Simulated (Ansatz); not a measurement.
**revPBE/6-31G(d) (spherical functions) run of C4H11As (tert-butylarsine)**

Aim: the vertical ionisation energy of C4H11As (tert-butylarsine) at revPBE/6-31G* (spherical functions), from 2 runs. 

The calculation is run with Ansatz 0.2.0.

46 further runs of the same task are left out: 46 set aside as unsound or not needed.

### Step 1. The structure to begin with

The species is C4H11As (16 atoms), meant as a singlet with charge 0. As SMILES, `CC(C)(C)[AsH2]`. The coordinates come from a PBE0-D4/def2-TZVP relaxation. This is one conformer, not always the lowest.

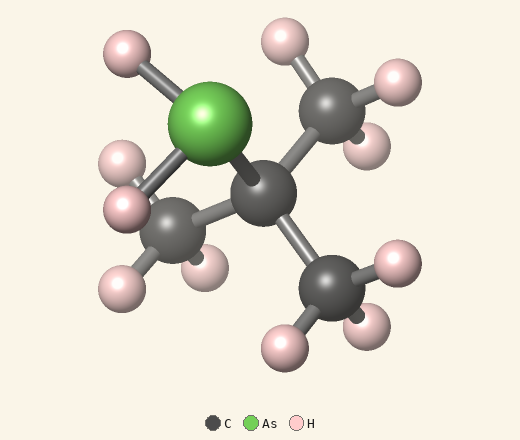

Viewed from a chosen angle; carbon dark grey, arsenic green, hydrogen pink.

### Step 2. The energy at revPBE/6-31G(d) (spherical functions)

molecule.yaml

```yaml
crystal:
  periodic: [false, false, false]
  atoms:
    - {symbol: C, position_ang: [-0.717890, 0.539940, -1.081360]}
    - {symbol: C, position_ang: [0.054860, -0.041520, 0.091200]}
    - {symbol: C, position_ang: [1.484990, 0.483340, 0.094820]}
    - {symbol: C, position_ang: [0.055130, -1.563360, 0.022190]}
    - {symbol: As, position_ang: [-0.758180, 0.464170, 1.848200]}
    - {symbol: H, position_ang: [-0.738750, 1.631540, -1.046800]}
    - {symbol: H, position_ang: [-0.245750, 0.243470, -2.026510]}
    - {symbol: H, position_ang: [-1.750400, 0.183790, -1.098030]}
    - {symbol: H, position_ang: [2.061280, 0.083870, 0.933440]}
    - {symbol: H, position_ang: [1.513620, 1.574770, 0.153010]}
    - {symbol: H, position_ang: [1.993890, 0.187820, -0.829660]}
    - {symbol: H, position_ang: [-0.960890, -1.967220, 0.027040]}
    - {symbol: H, position_ang: [0.600330, -2.007020, 0.859390]}
    - {symbol: H, position_ang: [0.538760, -1.895410, -0.903450]}
    - {symbol: H, position_ang: [-0.937310, 1.940600, 1.510000]}
    - {symbol: H, position_ang: [-2.193680, 0.141230, 1.446500]}
basis:
  gaussian: {orbitals: 6-31G_st_-spherical.json}
hamiltonian: {xc: {name: revPBE}}
accuracy: high
output: {orbitals: {seedname: orbitals}}
```

The basis set 6-31G* is read from a file made from the Basis Set Exchange's data (not shown).

Run with:

```
$ ansatz run molecule.yaml --threads 1 --pin off --max-ram 3480MiB --events-out events.jsonl --progress --plain --runs-dir runs
```

The log of the run:

```text
Warning: RAYON_NUM_THREADS=1 ignored (pool sized by the plan → 1); use --threads N
Functional definition: revPBE
  name "revPBE"
  parameter kappa = 1.245
  parameter beta = 0.06672455060314922
  exchange = pbe_x(kappa = kappa, mu = beta*pi^2/3)
  correlation = pbe_c(beta = beta)
2727 factors; integrals over basis functions are off by at most 4.7e-9 eV
mean field evaluation 1: about -65143.2415 eV, gradient 6.7e1 eV
mean field evaluation 2: about -65121.6932 eV, gradient 1.1e2 eV
mean field evaluation 4: about -65154.4609 eV, gradient 7.0e0 eV
mean field evaluation 8: about -65154.5612 eV, gradient 9.6e-2 eV
mean field evaluation 16: about -65154.5613 eV, gradient 7.1e-6 eV
mean field -65154.56126392 eV, -2394.3859631013 hartree, gradient 4.3e-8 eV, S^2 0.000000; 0 other end points of the search recorded, 0 dependent functions left out
reference -65154.56126780 eV, -2394.3859632440 hartree; 34, 34 occupied and 76, 76 virtual orbitals, 2727 factors
Total energy: -65154.56126780 eV, -2394.3859632440 hartree
```

Run time: 11 s. Hardware: 1 thread of Intel Xeon Platinum 8488C (Sapphire Rapids), shared host; peak memory 0.39 GiB.

### Step 3. The doublet cation, same level

Changes to molecule.yaml since step 2:

```diff
@@ -20,4 +20,10 @@
 basis:
-  gaussian: {orbitals: 6-31G_st_-spherical.json}
-hamiltonian: {xc: {name: revPBE}}
+  gaussian:
+    orbitals: 6-31G_st_-spherical.json
+total_charge: 1
+magnetization:
+  spin_polarized: true
+  initial_magnetization: 1
+hamiltonian:
+  xc: {name: revPBE}
 accuracy: high
```

The basis set 6-31G* is read from a file made from the Basis Set Exchange's data (not shown).

Run with:

```
$ ansatz run molecule.yaml --threads 1 --pin off --max-ram 3480MiB --events-out events.jsonl --progress --plain --runs-dir runs
```

The log of the run (excerpt; [...] marks lines left out):

```text
Warning: RAYON_NUM_THREADS=1 ignored (pool sized by the plan → 1); use --threads N
[... 6 set-up lines as earlier in the session ...]
2726 factors; integrals over basis functions are off by at most 4.7e-9 eV
mean field evaluation 1: about -65122.3974 eV, gradient 6.6e1 eV
mean field evaluation 2: about -64924.9176 eV, gradient 1.6e2 eV
mean field evaluation 4: about -65144.6409 eV, gradient 1.6e1 eV
mean field evaluation 8: about -65145.8699 eV, gradient 2.3e-1 eV
mean field evaluation 16: about -65145.8581 eV, gradient 3.2e-4 eV
mean field evaluation 32: about -65144.3181 eV, gradient 3.2e0 eV
mean field -65145.85809296 eV, -2394.0661274676 hartree, gradient 8.7e-8 eV, S^2 0.752271; 4 other end points of the search recorded, 0 dependent functions left out
reference -65145.85809681 eV, -2394.0661276092 hartree; 34, 33 occupied and 76, 77 virtual orbitals, 2726 factors
Total energy: -65145.85809681 eV, -2394.0661276092 hartree
```

It took 20 s on 1 thread of Intel Xeon Platinum 8488C (Sapphire Rapids), shared host; peak memory 0.51 GiB.

### Step 4. Results

At revPBE/6-31G* (spherical functions):

```
                                          quantity           value
                     singlet C4H11As: total energy  -2394.38596 Eh
                      singlet C4H11As: HOMO energy        -5.70 eV
                      singlet C4H11As: LUMO energy         0.04 eV
                    singlet C4H11As: HOMO–LUMO gap         5.74 eV
                      doublet cation: total energy  -2394.06613 Eh
doublet cation: HOMO energy (highest over α and β)       -12.60 eV
 doublet cation: LUMO energy (lowest over α and β)       -11.61 eV
                              doublet cation: ⟨S²⟩           0.752
vertical ionisation energy (to the doublet cation)        8.703 eV
```

**Reading.** Removing an electron at fixed nuclei costs 8.70 eV (840 kJ/mol). −ε(HOMO) before ionisation, 5.70 eV, is 3.01 eV below this ionisation energy.
